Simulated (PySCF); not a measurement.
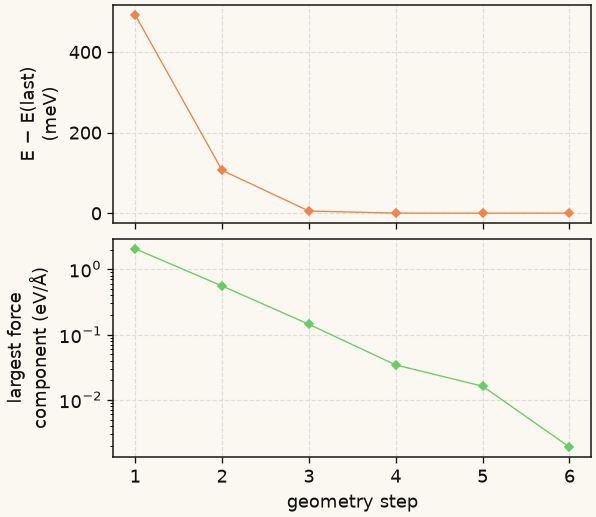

History of a geometry optimisation. The start has point group C2v, which is kept. A held symmetry can leave a saddle point.

The run: OsSF2 molecule, multiplicity 5, by UKS-based PBE0, Os def2-TZVP with ECP60, S def2-TZVP, F def2-TZVP; non-relativistic Hamiltonian with scalar-relativistic core potentials; density fitting in PySCF.

Question: How did the optimisation end?

Answer: The optimisation met its thresholds at geometry 6, counting the start as the first. The energy fell by about 490 meV from the first step to the last. The largest force component goes from about 2.1 eV/Å at the start to 1.9 × 10⁻³ eV/Å at the end.
